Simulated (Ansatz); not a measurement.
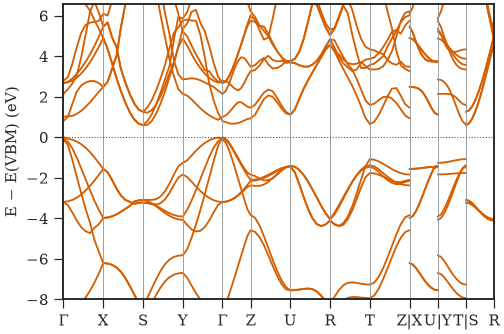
*Band structure from the program Ansatz at the r²SCAN level (PAW)*

The gap is 0.58 eV; an edge lies off the plotted path or next to a special point (maximum at Γ, minimum on the S–Y line, 5 % of the way from S).

The material is SiGe in space group Pmma (No. 51; Si on 2e, Ge on 2f).

The start of the workflow was typed in or built on a structure type; neither database checked (COD, Materials Project) lists it. Its standing as an ambient phase is unchecked. The cell was relaxed with r²SCAN under the symmetry of its start; its stability against distortions is not shown here. Scalar-relativistic: spin–orbit coupling is off unless named, which matters more the heavier the elements.

Potentials: the later of the program's two PAW sets.
